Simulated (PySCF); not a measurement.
# C$_{3}$H$_{8}$BFGe: what the fields show

Input

```
{"job": {"kind": "uv", "xc": "CAM-B3LYP", "basis": "def2-SVPD", "nstates": 8, "ntriplets": 3}, "charge": 0, "multiplicity": 1}
F     -0.945644     2.476085    -0.771918
Ge    -0.429278     1.468578     0.617518
B      1.439511     0.754150     0.224579
C      1.192431    -0.729643    -0.191097
C     -0.255843    -0.988486    -0.658198
C     -1.265773    -0.309945     0.269879
H     -1.056039     2.314558     1.722574
H      2.492074     1.240517     0.317794
H      1.898742    -1.148636    -0.911085
H      1.353303    -1.301388     0.735568
H     -0.367408    -0.572238    -1.662574
H     -0.444534    -2.062890    -0.724475
H     -1.361402    -0.872660     1.200031
H     -2.250818    -0.268475    -0.190763
```

Run with:

```sh
OMP_NUM_THREADS=1 python probes_run.py task.json out
```

Geometry: GFN2-xTB.

Method: PySCF 2.14.0, CAM-B3LYP/def2-SVPD, SCF density, gas phase.

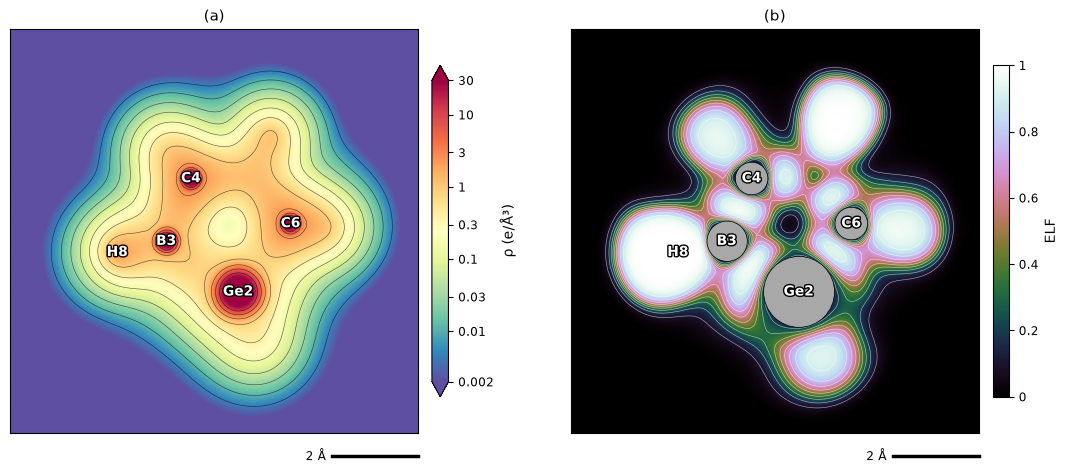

Figure 1. (a) total electron density; (b) ELF on the plane of atoms Ge2, B3 and C4. Grey discs cover the atomic cores in the ELF map.

**What does the map show?**

The plane passes through Ge, B, C and H nuclei. C–B (1.56 Å): ρ at the midpoint is about 1.4 e/Å³; the ELF peaks at about 1 between the atoms (localised, covalent bonding). C–Ge (2.00 Å): ρ at the midpoint is about 0.85 e/Å³; the ELF peaks at about 0.95 in the valence shell of C, 0.7 Å from its nucleus, and is about 0.75 at the midpoint. Ge–B (2.04 Å): ρ is about 0.81 e/Å³ halfway; the ELF peaks at about 0.95 between the atoms: a covalent bond. B–H (1.16 Å): ρ at the midpoint is about 1.3 e/Å³; the ELF climbs to about 1 towards the hydrogen, as it does in any bond to H; an ordinary covalent bond to hydrogen.

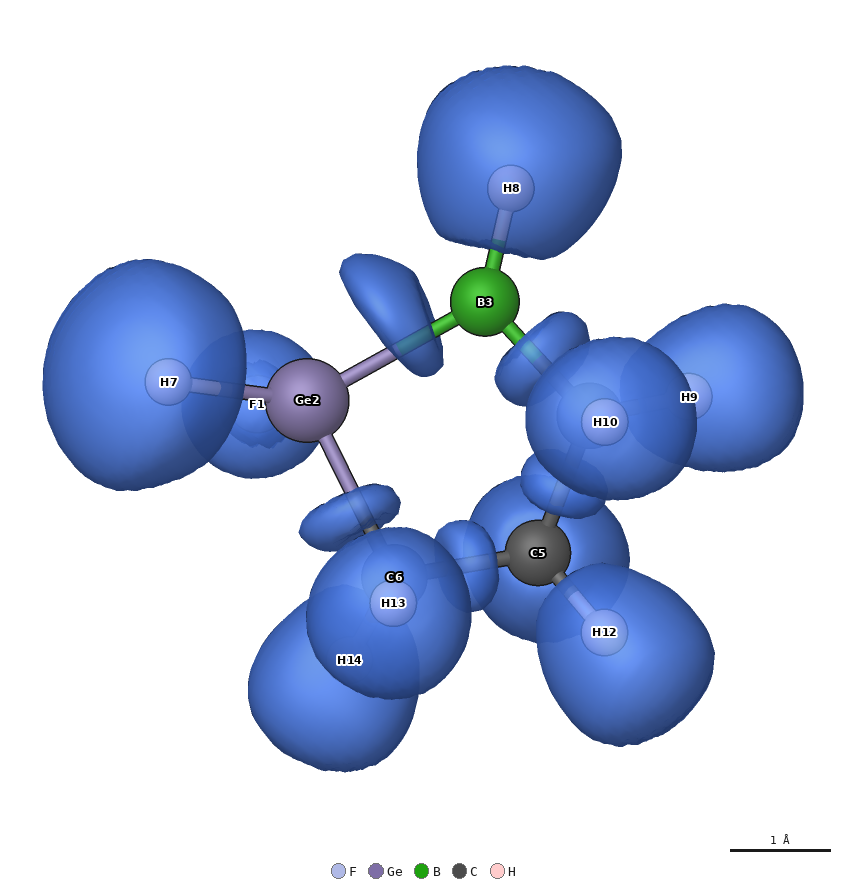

Figure 2. Isosurface of the ELF at 0.8 (blue), seen across its widest extent. Core shells and regions of very low density are left out.

**Where are the electrons localised?**

The surface consists of one region between bonded B–C atoms (shared pairs), two regions between bonded C–C atoms (shared pairs), eight regions around hydrogen nuclei, one lobe of the valence shell of C pointing towards Ge (polar bonds), one region on B in which the atom's valence shell and bonds are merged and one region wrapped around F (its valence shell).


C–C (1.53 Å): the ELF peaks at about 0.95 between the atoms, as expected for a shared electron pair.

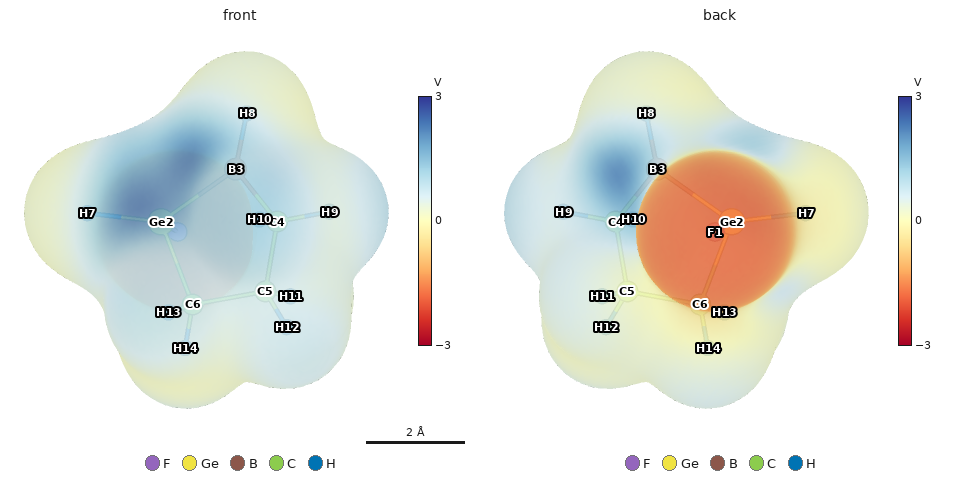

Figure 3. The electrostatic potential painted on the density surface at 0.002 e/bohr³, seen from the front and from behind; the colour scale runs from red (negative) to blue (positive).

**Describe the electrostatic potential map.**

The most negative region (about −1.7 V, or −39 kcal/mol for a unit charge) lies over F1, the most positive (about +2.1 V, or +48 kcal/mol for a unit charge) over Ge2 and B3.

**What dipole moment does the calculation give?**

Its dipole moment is 3.45 D.
